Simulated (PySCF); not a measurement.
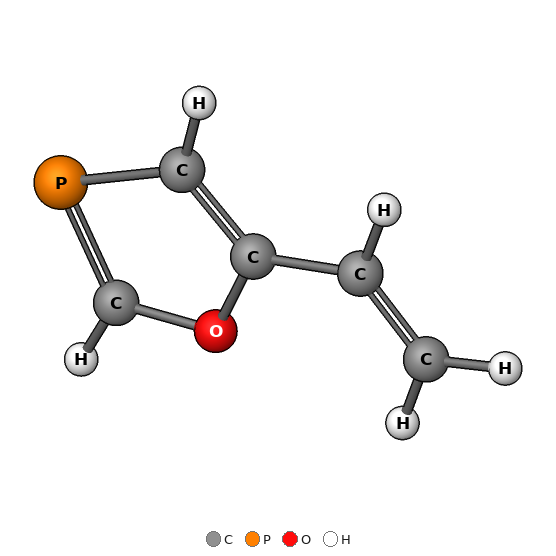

Ball-and-stick drawing of a structure. Multiple sticks mark multiple bonds (one Kekulé form).

Computed geometry: GFN2-xTB optimisation. No frequency run is at hand to confirm it as a minimum.

What does the picture show?

It has 12 atoms: 5 carbon, 5 hydrogen, 1 oxygen and 1 phosphorus (C5H5OP). Its SMILES string is `C=Cc1cpco1`. Independent rings (smallest set): 1 of 5 members, 1 of them aromatic. Among its groups: alkene. This geometry has Cs symmetry. All atoms lie on one plane. Coordination: 5 C trigonal planar; 1 P bent; 1 O bent.

More results for the same structure follow; atom numbers are the same in all pictures, views and colours differ.

### Shape

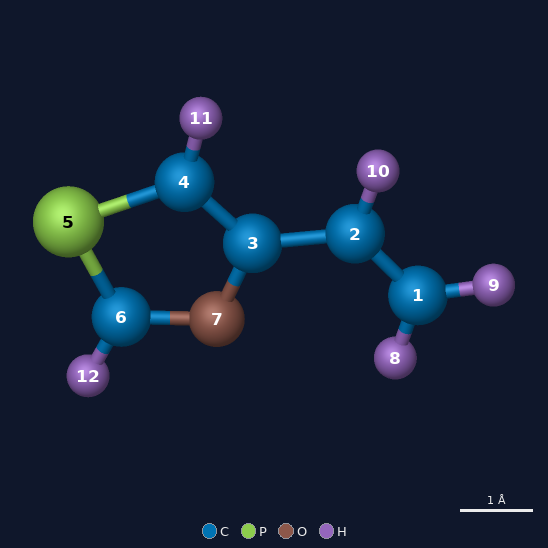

Atoms carry their numbers in the input. No frequency run is at hand to confirm it as a minimum.

List the bonds and their lengths.

```json
{"bond": "C1–C2", "length (Å)": "1.329", "order": "double"}
{"bond": "C1–H8", "length (Å)": "1.077", "order": "single"}
{"bond": "C1–H9", "length (Å)": "1.075", "order": "single"}
{"bond": "C2–C3", "length (Å)": "1.445", "order": "single"}
{"bond": "C2–H10", "length (Å)": "1.081", "order": "single"}
{"bond": "C3–C4", "length (Å)": "1.371", "order": "aromatic"}
{"bond": "C3–O7", "length (Å)": "1.343", "order": "aromatic"}
{"bond": "C4–P5", "length (Å)": "1.759", "order": "aromatic"}
{"bond": "C4–H11", "length (Å)": "1.074", "order": "single"}
{"bond": "P5–C6", "length (Å)": "1.711", "order": "aromatic"}
{"bond": "C6–O7", "length (Å)": "1.334", "order": "aromatic"}
{"bond": "C6–H12", "length (Å)": "1.077", "order": "single"}
```

### Electronic properties

No frequency run is at hand to confirm it as a minimum. Properties computed with PBE0/def2-SVPD, gas phase (PySCF 2.14.0). Excitations: vertical, linear response.

Predict the main results.

- dipole moment: 1.27 D
- HOMO energy (Kohn–Sham orbital): −6.49 eV
- LUMO energy (Kohn–Sham orbital): −1.39 eV
- HOMO–LUMO gap: 5.10 eV
- mean static polarisability: 89.9 bohr³
- lowest vertical singlet excitation: 4.66 eV
- its oscillator strength: 0.262
- brightest of the 6 lowest singlets: 6.09 eV
- its oscillator strength: 0.57

### NMR shielding

The questions are on isotropic NMR shieldings of the C atoms. No frequency run is at hand to confirm it as a minimum. Method: GIAO PBE0/pcSseg-1 NMR shielding, non-relativistic, gas phase (PySCF 2.14.0).

List the isotropic NMR shieldings of the C atoms.

```
atom  σ (ppm)
  C1     65.1
  C2     52.9
  C3     19.7
  C4     54.2
  C6     −2.0
```

### Quadrupole coupling

No frequency run is at hand to confirm it as a minimum. Electric field gradients from the ground-state density, PBE0/pcSseg-1 (PySCF 2.14.0), non-relativistic apart from any core potentials.

Give the largest field-gradient component, the quadrupole coupling constant and the asymmetry for 17O at O7 (Q = −25.6 mb).

```csv
atom,V_zz (a.u.),e²qQ/h (MHz),η
O7,1.443,−8.68,0.08
```

The geometry is semi-empirical. Around P such bond lengths and angles can be off by a tenth of an ångström or more and by several degrees, and values that hang on the shape move with them.
